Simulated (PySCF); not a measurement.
Vertical excitations of a molecule C₆H₄F₂ from PySCF with TDA-PBE/def2-SVPD, as energy in eV (oscillator strength): 4.68 (0.003), 5.26 (0.003), 5.45 (0.003), 5.66 (0.012), 5.98 (0.002), 5.99 (0.023), 6.12 (0.022), 6.26 (0.011), 6.35 (0.009), 6.45 (0.007). Lowest triplet (TDA): 4.27 eV. The structure is a stationary point at PBE0-D3(BJ)/def2-SVP. The values are those of a single conformer.

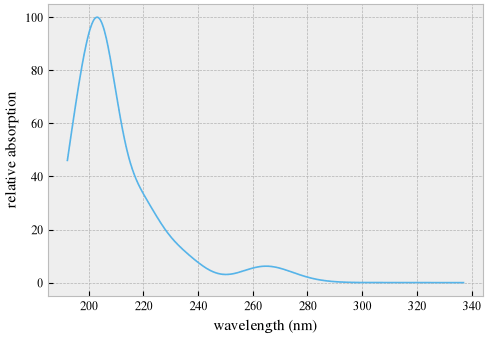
*The lines broadened by 0.4 eV.*

**Question.** Pick the molecule that these values belong to.
A. C#C[C@@H]1C=CC1(F)F
B. C#CCC#CC(F)F
C. C#C[C@H](F)C=C=CF
D. C#C/C=C/C=C(F)F

**Answer.** C, C#C[C@H](F)C=C=CF
